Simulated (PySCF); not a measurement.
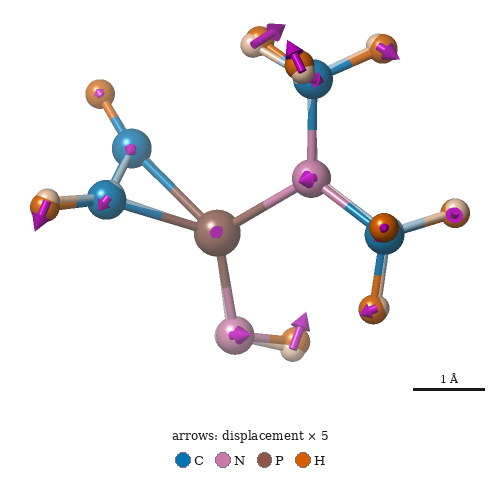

This is a relaxation of C₄H₉N₂P. The starting structure is drawn faded, the final one solid; purple arrows show the displacements, 5 times their true length. The two geometries are superimposed by the best rigid fit.

A ball-and-stick model, seen at a tilt.

The start comes from GFN2-xTB. Its atoms were then displaced at random by about 0.01 Å.

Theory: PySCF 2.14.0, density-fitted response routines, PBE0-D3(BJ)/def2-SVP geometry optimisation, gas phase. 

**Which element moves most?**

Hydrogen: up to 0.13 Å, against 0.07 Å for nitrogen.

**What did the optimiser do to the structure, and how much energy did it gain?**

The atom that moves furthest after the best rigid fit is an H atom (0.13 Å). Largest moves by element: H 0.13 Å, N 0.07 Å, C 0.05 Å, P 0.04 Å. Near-neighbour distances that change, for instance: C–H 1.065 → 1.105 Å, N–P 1.722 → 1.685 Å, C–P 1.785 → 1.764 Å, N–P 1.541 → 1.561 Å. Among the angles between lasting bonds that change: H–C–H 112.6° → 108.0°, N–C–H 106.9° → 110.2°, P–N–H 116.5° → 113.5°. The energy falls by 0.149 eV in 19 geometry steps. The run took 2.6 min on 1 thread of AMD EPYC 7B13, on a shared host.
